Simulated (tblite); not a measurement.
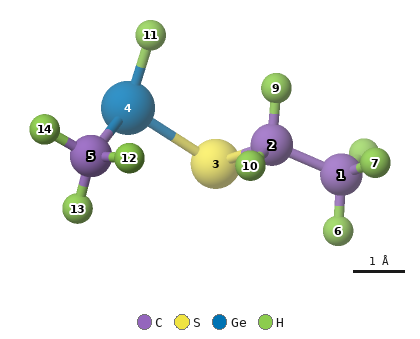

Figure 1. The structure as given in the input (ball-and-stick view, seen at a tilt; atoms are numbered from 1 in the order of the input). Sticks mark near contacts.

## C3H9GeS (charge −1): geometry relaxation

C3H9GeS, charge −1, computed with GFN2-xTB geometry optimisation, gas phase (tblite 0.8.0).

**Log**
```
step      E/eV     max force
  0    -445.48519    5.571
  1    -446.02561    4.000
  2    -446.57378    1.039
  3    -446.62966    0.744
  4    -446.65834    0.427
  5    -446.66932    0.369
  6    -446.67954    0.346
  7    -446.68684    0.291
  8    -446.69395    0.297
  9    -446.70207    0.324
 10    -446.71101    0.264
 11    -446.71765    0.229
 12    -446.72245    0.187
 13    -446.72571    0.128
 14    -446.72760    0.107
 15    -446.72909    0.098
 16    -446.73030    0.087
 17    -446.73121    0.070
 18    -446.73180    0.057
 19    -446.73216    0.043
 20    -446.73244    0.044
 21    -446.73271    0.057
 22    -446.73299    0.061
 23    -446.73331    0.050
 24    -446.73371    0.055
 25    -446.73424    0.060
 26    -446.73482    0.075
 27    -446.73524    0.060
 28    -446.73547    0.036
 29    -446.73563    0.035
 30    -446.73580    0.036
 31    -446.73602    0.049
 32    -446.73629    0.054
 33    -446.73665    0.052
 34    -446.73712    0.074
 35    -446.73762    0.068
 36    -446.73795    0.040
 37    -446.73811    0.028
 38    -446.73822    0.031
 39    -446.73837    0.044
 40    -446.73854    0.041
 41    -446.73867    0.030
 42    -446.73875    0.021
 43    -446.73881    0.023
 44    -446.73888    0.025
 45    -446.73894    0.021
 46    -446.73898    0.018
 47    -446.73902    0.021
 48    -446.73909    0.028
 49    -446.73919    0.036
 50    -446.73934    0.038
 51    -446.73949    0.027
 52    -446.73961    0.028
 53    -446.73971    0.024
 54    -446.73982    0.029
 55    -446.73995    0.028
 56    -446.74004    0.017
 57    -446.74008    0.017
 58    -446.74011    0.014
 59    -446.74014    0.016
 60    -446.74018    0.015
 61    -446.74021    0.016
 62    -446.74025    0.017
 63    -446.74030    0.018
 64    -446.74035    0.021
 65    -446.74040    0.017
 66    -446.74044    0.016
 67    -446.74048    0.018
 68    -446.74053    0.019
 69    -446.74060    0.021
 70    -446.74067    0.020
 71    -446.74072    0.020
 72    -446.74076    0.019
 73    -446.74080    0.017
 74    -446.74086    0.020
 75    -446.74092    0.020
 76    -446.74096    0.015
 77    -446.74100    0.017
 78    -446.74105    0.020
 79    -446.74114    0.025
 80    -446.74130    0.030
 81    -446.74148    0.029
 82    -446.74161    0.025
 83    -446.74171    0.020
 84    -446.74178    0.019
 85    -446.74184    0.014
 86    -446.74189    0.022
 87    -446.74194    0.016
 88    -446.74200    0.015
 89    -446.74204    0.019
 90    -446.74212    0.022
 91    -446.74223    0.024
 92    -446.74238    0.037
 93    -446.74258    0.044
 94    -446.74288    0.053
 95    -446.74333    0.050
 96    -446.74386    0.042
 97    -446.74424    0.045
 98    -446.74386    0.112
 99    -446.74457    0.041
100    -446.74467    0.032
101    -446.74507    0.028
102    -446.74523    0.034
103    -446.74560    0.046
104    -446.74604    0.065
105    -446.74459    0.171
106    -446.74647    0.041
107    -446.74669    0.041
108    -446.74597    0.134
109    -446.74726    0.039
110    -446.74750    0.036
111    -446.74783    0.088
112    -446.74831    0.035
113    -446.74868    0.033
114    -446.75021    0.070
115    -446.75099    0.061
116    -446.75191    0.067
117    -446.75297    0.054
118    -446.75343    0.050
119    -446.75362    0.053
120    -446.75391    0.033
121    -446.75411    0.024
122    -446.75433    0.022
123    -446.75441    0.027
124    -446.75452    0.022
125    -446.75460    0.021
126    -446.75467    0.021
127    -446.75473    0.014
128    -446.75477    0.011
129    -446.75479    0.011
130    -446.75480    0.010
131    -446.75482    0.010
132    -446.75483    0.009
133    -446.75485    0.007
134    -446.75485    0.006
135    -446.75486    0.005
136    -446.75486    0.004
137    -446.75486    0.004
138    -446.75487    0.004
139    -446.75487    0.004
140    -446.75487    0.004
141    -446.75487    0.003
142    -446.75487    0.003
143    -446.75488    0.005
144    -446.75488    0.004
145    -446.75488    0.005
146    -446.75489    0.005
147    -446.75489    0.006
148    -446.75489    0.006
149    -446.75490    0.006
150    -446.75491    0.005
151    -446.75491    0.005
152    -446.75493    0.007
153    -446.75494    0.016
154    -446.75497    0.013
155    -446.75496    0.042
156    -446.75505    0.017
157    -446.75513    0.018
158    -446.74500    0.428
159    -446.75516    0.017
160    -446.75518    0.017
161    -446.75530    0.029
162    -446.75536    0.050
163    -446.75547    0.071
164    -446.75569    0.081
165    -446.75589    0.063
166    -446.75634    0.099
167    -446.75717    0.104
168    -446.75681    0.239
169    -446.75930    0.107
170    -446.76090    0.054
171    -446.75755    0.373
172    -446.76334    0.091
173    -446.76498    0.065
174    -446.75860    0.405
175    -446.76694    0.050
176    -446.76826    0.048
177    -446.76241    0.382
178    -446.77033    0.045
179    -446.77148    0.045
180    -446.76979    0.254
181    -446.77330    0.045
182    -446.77393    0.049
183    -446.77467    0.085
184    -446.77499    0.038
185    -446.77524    0.022
186    -446.77537    0.027
187    -446.77550    0.024
188    -446.77569    0.018
189    -446.77579    0.017
190    -446.77585    0.015
191    -446.77588    0.015
192    -446.77592    0.017
193    -446.77595    0.018
194    -446.77599    0.016
195    -446.77603    0.012
196    -446.77606    0.013
197    -446.77609    0.013
198    -446.77611    0.014
199    -446.77614    0.012
200    -446.77615    0.009
201    -446.77616    0.006
202    -446.77617    0.006
203    -446.77618    0.006
204    -446.77619    0.007
205    -446.77621    0.008
206    -446.77623    0.009
207    -446.77624    0.008
208    -446.77626    0.008
209    -446.77628    0.010
210    -446.77630    0.012
211    -446.77633    0.015
212    -446.77637    0.016
213    -446.77642    0.020
214    -446.77650    0.021
215    -446.77661    0.027
216    -446.77673    0.027
217    -446.77681    0.021
218    -446.77687    0.014
219    -446.77689    0.012
220    -446.77692    0.011
221    -446.77695    0.015
222    -446.77697    0.010
223    -446.77699    0.009
224    -446.77700    0.011
225    -446.77701    0.010
226    -446.77702    0.009
227    -446.77702    0.005
228    -446.77703    0.004
229    -446.77703    0.004
230    -446.77703    0.005
231    -446.77703    0.003
```

**Trajectory as extended XYZ (Å, eV, eV/Å), 12 frames, from step=0 to step=231**
```
14
Properties=species:S:1:pos:R:3:forces:R:3 step=0 energy=-445.48519
C    -2.4967    0.2655   -0.0463   -0.7850   0.4160   0.1710
C    -1.0579   -0.1791   -0.0567    0.0580  -0.2310   0.6270
S    -0.3495   -0.0398   -1.7219   -1.5520   0.4780   0.7380
Ge    1.6320   -0.8336   -1.1488    3.0140  -1.4890  -4.4420
C     2.5856    0.4620   -0.0510   -0.1260   0.8340   1.6000
H    -2.5811    1.3284   -0.3698    0.0420  -0.7360   0.1560
H    -2.9227    0.1799    0.9755    0.1010   0.0540  -0.4280
H    -3.0976   -0.3604   -0.7297    0.2650   0.3400   0.2710
H    -0.9952   -1.2445    0.2900    0.0440   0.7340  -0.3230
H    -0.4779    0.4514    0.6594   -0.2230  -0.3620  -0.4810
H     1.4579   -2.1622   -0.3467   -0.8040  -0.2810   1.6140
H     2.0351    0.6292    0.8927    0.6580   0.4230   0.0460
H     2.6591    1.4209   -0.6060    0.0330  -0.5670   0.4720
H     3.6082    0.0820    0.1638   -0.7240   0.3860  -0.0200
14
Properties=species:S:1:pos:R:3:forces:R:3 step=21 energy=-446.73271
C    -2.5102    0.2667   -0.0206   -0.0090   0.0050   0.0040
C    -1.0585   -0.1770   -0.0297    0.0230  -0.0010   0.0080
S    -0.3439   -0.0328   -1.6927    0.0080   0.0140  -0.0230
Ge    1.8528   -0.9458   -1.4542    0.0030  -0.0080   0.0210
C     2.5716    0.4307   -0.0783   -0.0130   0.0170   0.0130
H    -2.5863    1.3017   -0.3491    0.0030   0.0110   0.0020
H    -2.9330    0.1803    0.9828   -0.0130   0.0010   0.0100
H    -3.0934   -0.3467   -0.7048    0.0030  -0.0130  -0.0040
H    -0.9723   -1.2188    0.2847    0.0330  -0.0120  -0.0100
H    -0.4708    0.4428    0.6499    0.0320   0.0090   0.0040
H     1.3454   -1.9951   -0.2061   -0.0080  -0.0020   0.0010
H     1.9621    0.5371    0.8192   -0.0010   0.0070  -0.0270
H     2.6595    1.4182   -0.5405   -0.0050  -0.0230   0.0170
H     3.5761    0.1382    0.2438   -0.0550  -0.0060  -0.0150
14
Properties=species:S:1:pos:R:3:forces:R:3 step=42 energy=-446.73875
C    -2.4727    0.2585   -0.0084   -0.0020   0.0010  -0.0010
C    -1.0131   -0.1578   -0.0473   -0.0060   0.0010   0.0070
S    -0.3350   -0.0074   -1.7245   -0.0020  -0.0160   0.0140
Ge    1.8348   -0.9639   -1.4500    0.0030   0.0160  -0.0030
C     2.5171    0.4257   -0.0716   -0.0050  -0.0120   0.0020
H    -2.5730    1.2949   -0.3271   -0.0040   0.0030   0.0050
H    -2.8792    0.1552    1.0007    0.0050   0.0050  -0.0010
H    -3.0549   -0.3609   -0.6887    0.0040  -0.0050   0.0010
H    -0.8968   -1.1969    0.2662    0.0030  -0.0040  -0.0120
H    -0.4204    0.4725    0.6189   -0.0040   0.0170  -0.0120
H     1.2814   -2.0065   -0.2085    0.0120   0.0020   0.0000
H     1.8725    0.5620    0.7956   -0.0090   0.0050  -0.0050
H     2.6392    1.4006   -0.5513    0.0070  -0.0110   0.0110
H     3.4995    0.1235    0.3004   -0.0010  -0.0030  -0.0060
14
Properties=species:S:1:pos:R:3:forces:R:3 step=63 energy=-446.74030
C    -2.4682    0.2550   -0.0006   -0.0060   0.0000  -0.0010
C    -1.0035   -0.1414   -0.0537   -0.0060   0.0080  -0.0010
S    -0.3506   -0.0351   -1.7439   -0.0010  -0.0010   0.0070
Ge    1.8389   -0.9479   -1.4728    0.0010  -0.0040   0.0000
C     2.4997    0.4202   -0.0647   -0.0060  -0.0100  -0.0120
H    -2.5892    1.2877   -0.3239    0.0050   0.0030  -0.0110
H    -2.8593    0.1548    1.0146    0.0030  -0.0010   0.0060
H    -3.0509   -0.3777   -0.6677    0.0020  -0.0110  -0.0010
H    -0.8659   -1.1689    0.2892    0.0070   0.0110  -0.0030
H    -0.4112    0.5221    0.5794   -0.0040  -0.0060   0.0100
H     1.3092   -2.0178   -0.2420    0.0000   0.0060  -0.0100
H     1.8237    0.5676    0.7756   -0.0040   0.0070   0.0160
H     2.6704    1.3951   -0.5283    0.0020   0.0040  -0.0050
H     3.4562    0.0857    0.3435    0.0100  -0.0050   0.0050
14
Properties=species:S:1:pos:R:3:forces:R:3 step=84 energy=-446.74178
C    -2.4745    0.2344    0.0032   -0.0020   0.0000   0.0010
C    -0.9943   -0.0989   -0.0438    0.0010   0.0000  -0.0020
S    -0.3502    0.0068   -1.7378   -0.0050  -0.0050  -0.0100
Ge    1.8370   -0.9213   -1.5076   -0.0100   0.0100  -0.0020
C     2.4983    0.3998   -0.0573    0.0000  -0.0080  -0.0070
H    -2.6409    1.2352   -0.3923   -0.0140  -0.0020  -0.0020
H    -2.8495    0.1915    1.0287    0.0050  -0.0040   0.0030
H    -3.0363   -0.4704   -0.6072    0.0010   0.0050  -0.0110
H    -0.8111   -1.1126    0.3167    0.0140  -0.0030   0.0050
H    -0.4322    0.6018    0.5771   -0.0020   0.0050   0.0030
H     1.3082   -2.0286   -0.3149   -0.0080   0.0040   0.0090
H     1.7914    0.5731    0.7523    0.0070   0.0010   0.0120
H     2.7345    1.3693   -0.5036   -0.0010   0.0080  -0.0050
H     3.4188    0.0195    0.3908    0.0140  -0.0100   0.0070
14
Properties=species:S:1:pos:R:3:forces:R:3 step=105 energy=-446.74459
C    -2.4805    0.1255    0.0154    0.0280  -0.0010  -0.0960
C    -0.9598    0.1161   -0.0596   -0.0430  -0.0130   0.0210
S    -0.3668    0.1666   -1.7766   -0.0240   0.0230   0.0480
Ge    1.7756   -0.8602   -1.5706    0.0020  -0.0110   0.0280
C     2.5125    0.3104   -0.0213    0.0120  -0.0130  -0.0090
H    -2.8797    1.0011   -0.5050    0.0600  -0.1320   0.0790
H    -2.8065    0.1499    1.0585   -0.0180   0.0060  -0.0290
H    -2.8881   -0.7713   -0.4593    0.0780   0.1470   0.0390
H    -0.5608   -0.7968    0.3924   -0.0120   0.1070  -0.0120
H    -0.5482    0.9890    0.4612   -0.0690  -0.0970  -0.0300
H     1.1534   -2.0100   -0.4456    0.0270   0.0170  -0.0060
H     1.7896    0.5736    0.7491   -0.0280  -0.0330   0.0000
H     2.9367    1.2458   -0.4009   -0.0010  -0.0500  -0.0170
H     3.3219   -0.2399    0.4668   -0.0120   0.0500  -0.0160
14
Properties=species:S:1:pos:R:3:forces:R:3 step=126 energy=-446.75467
C    -2.4627    0.0523   -0.0068    0.0020  -0.0010   0.0000
C    -0.9605    0.2718   -0.0143   -0.0020  -0.0050  -0.0020
S    -0.3235    0.3511   -1.7147    0.0000  -0.0030   0.0210
Ge    1.7044   -0.8975   -1.5646   -0.0010   0.0010  -0.0070
C     2.5350    0.2305   -0.0426    0.0080   0.0000   0.0010
H    -2.9618    0.8640   -0.5347   -0.0070  -0.0050   0.0000
H    -2.8443    0.0057    1.0162    0.0030   0.0000   0.0010
H    -2.6991   -0.8807   -0.5149   -0.0080   0.0020  -0.0020
H    -0.4510   -0.5517    0.4870   -0.0040   0.0130  -0.0030
H    -0.7108    1.2108    0.4890    0.0070  -0.0060  -0.0120
H     1.0245   -1.9910   -0.4207   -0.0080   0.0000  -0.0040
H     1.8422    0.4837    0.7586   -0.0040  -0.0010   0.0010
H     2.9384    1.1669   -0.4375    0.0040   0.0040  -0.0020
H     3.3683   -0.3164    0.4045    0.0080   0.0010   0.0080
14
Properties=species:S:1:pos:R:3:forces:R:3 step=147 energy=-446.75489
C    -2.4612    0.0418   -0.0064   -0.0030  -0.0010  -0.0020
C    -0.9635    0.2919   -0.0160   -0.0040  -0.0010   0.0030
S    -0.3219    0.3663   -1.7141   -0.0010   0.0000   0.0010
Ge    1.6988   -0.8947   -1.5676   -0.0010   0.0010   0.0010
C     2.5407    0.2205   -0.0401    0.0030   0.0020   0.0000
H    -2.9789    0.8390   -0.5384    0.0020  -0.0010   0.0000
H    -2.8396   -0.0058    1.0179    0.0000   0.0000  -0.0030
H    -2.6803   -0.8991   -0.5080    0.0040   0.0040   0.0030
H    -0.4391   -0.5146    0.4965    0.0010   0.0000  -0.0010
H    -0.7326    1.2417    0.4757    0.0010  -0.0020  -0.0010
H     1.0062   -1.9862   -0.4307   -0.0010   0.0000   0.0000
H     1.8487    0.4794    0.7602    0.0000  -0.0010  -0.0020
H     2.9537    1.1538   -0.4330    0.0010  -0.0010   0.0000
H     3.3683   -0.3345    0.4083   -0.0020   0.0000  -0.0010
14
Properties=species:S:1:pos:R:3:forces:R:3 step=168 energy=-446.75681
C    -2.3633   -0.1225   -0.0319    0.2090   0.0460  -0.0470
C    -1.0005    0.5630    0.0400   -0.0730  -0.0220   0.1650
S    -0.2773    0.7508   -1.6140   -0.0310   0.0230   0.0350
Ge    1.5026   -0.8353   -1.5907    0.0760   0.0190  -0.0120
C     2.5677    0.0774   -0.0616   -0.0130  -0.0080  -0.0250
H    -3.0270    0.4273   -0.7047    0.1050  -0.0880   0.0720
H    -2.8267   -0.1777    0.9573    0.0330  -0.0140  -0.0290
H    -2.2252   -1.1348   -0.4205   -0.0660   0.1530   0.0340
H    -0.3054   -0.0313    0.6446   -0.1800   0.1100  -0.1130
H    -1.0860    1.5668    0.4840   -0.0290  -0.1680  -0.1030
H     0.6794   -1.8352   -0.4713   -0.0120  -0.0260   0.0200
H     1.9420    0.4442    0.7514    0.0040  -0.0180   0.0310
H     3.1315    0.9346   -0.4427    0.0090  -0.0590  -0.0120
H     3.2877   -0.6277    0.3646   -0.0320   0.0530  -0.0170
14
Properties=species:S:1:pos:R:3:forces:R:3 step=189 energy=-446.77579
C    -2.2191   -0.2219   -0.0336    0.0070  -0.0100   0.0080
C    -1.0483    0.7374    0.0640   -0.0070  -0.0020   0.0010
S    -0.2577    0.9812   -1.5497    0.0000  -0.0060  -0.0010
Ge    1.3661   -0.7750   -1.6068    0.0040  -0.0060  -0.0110
C     2.5335   -0.0179   -0.0755   -0.0080  -0.0030   0.0000
H    -2.9597    0.1536   -0.7391    0.0130   0.0000   0.0050
H    -2.6913   -0.3615    0.9421   -0.0090   0.0040   0.0000
H    -1.8548   -1.1836   -0.3915   -0.0030   0.0050   0.0020
H    -0.2993    0.3490    0.7551   -0.0060   0.0100  -0.0120
H    -1.3765    1.7222    0.4108    0.0000  -0.0010   0.0020
H     0.4786   -1.7566   -0.5012    0.0030   0.0100  -0.0020
H     1.9696    0.4829    0.7108   -0.0090   0.0030   0.0110
H     3.2480    0.7074   -0.4744    0.0090   0.0060   0.0030
H     3.1102   -0.8177    0.3933    0.0070  -0.0100  -0.0060
14
Properties=species:S:1:pos:R:3:forces:R:3 step=210 energy=-446.77630
C    -2.2143   -0.2236   -0.0235   -0.0010   0.0020  -0.0050
C    -1.0513    0.7469    0.0525    0.0020   0.0010   0.0020
S    -0.2668    0.9719   -1.5678   -0.0030   0.0010   0.0060
Ge    1.3752   -0.7672   -1.6175    0.0030  -0.0010  -0.0030
C     2.5288   -0.0235   -0.0684    0.0050   0.0060   0.0040
H    -2.9595    0.1330   -0.7339    0.0120  -0.0010  -0.0020
H    -2.6852   -0.3483    0.9550    0.0040   0.0010   0.0030
H    -1.8425   -1.1883   -0.3647   -0.0070   0.0000   0.0020
H    -0.2963    0.3757    0.7457    0.0050   0.0030   0.0010
H    -1.3845    1.7347    0.3860   -0.0050  -0.0040  -0.0050
H     0.4873   -1.7519   -0.5248   -0.0070  -0.0050   0.0010
H     1.9599    0.4732    0.7175   -0.0020  -0.0070   0.0010
H     3.2548    0.7005   -0.4496   -0.0050  -0.0030   0.0000
H     3.0940   -0.8337    0.3979   -0.0020   0.0060  -0.0050
14
Properties=species:S:1:pos:R:3:forces:R:3 step=231 energy=-446.77703
C    -2.1956   -0.2212   -0.0146    0.0000   0.0010   0.0010
C    -1.0486    0.7692    0.0429    0.0000   0.0000  -0.0010
S    -0.2640    0.9732   -1.5796    0.0020   0.0010  -0.0020
Ge    1.3708   -0.7718   -1.6239    0.0010   0.0000  -0.0010
C     2.5133   -0.0407   -0.0611    0.0010   0.0010   0.0020
H    -2.9405    0.1067   -0.7387    0.0000  -0.0010   0.0000
H    -2.6700   -0.3275    0.9643   -0.0010  -0.0010   0.0000
H    -1.8084   -1.1888   -0.3293    0.0000   0.0000   0.0010
H    -0.2892    0.4283    0.7468   -0.0010  -0.0010   0.0010
H    -1.4006    1.7583    0.3520    0.0010   0.0010   0.0010
H     0.4725   -1.7672   -0.5473   -0.0010   0.0000   0.0010
H     1.9374    0.3791    0.7636   -0.0010   0.0000  -0.0020
H     3.1876    0.7423   -0.4192   -0.0010   0.0000   0.0010
H     3.1347   -0.8403    0.3486   -0.0010   0.0000  -0.0010
```

The run was set up as follows.

**Input**
```
{"job": {"xc": "GFN2-xTB", "basis": "xTB", "kind": "relax"}, "charge": -1, "multiplicity": 1}
C     -2.496700     0.265500    -0.046300
C     -1.057900    -0.179100    -0.056700
S     -0.349500    -0.039800    -1.721900
Ge     1.632000    -0.833600    -1.148800
C      2.585600     0.462000    -0.051000
H     -2.581100     1.328400    -0.369800
H     -2.922700     0.179900     0.975500
H     -3.097600    -0.360400    -0.729700
H     -0.995200    -1.244500     0.290000
H     -0.477900     0.451400     0.659400
H      1.457900    -2.162200    -0.346700
H      2.035100     0.629200     0.892700
H      2.659100     1.420900    -0.606000
H      3.608200     0.082000     0.163800
```

The first line tells a small driver script what to run in tblite; the rest is the geometry in Å.

Launch command:
```bash
OMP_NUM_THREADS=1 python <driver script> task.json out
```

**Results in brief**

- outcome: converged
- total energy: −446.7770 eV
- hardware: 1 CPU thread, shared host
- wall time: 1 s
- peak memory: 0.18 GiB
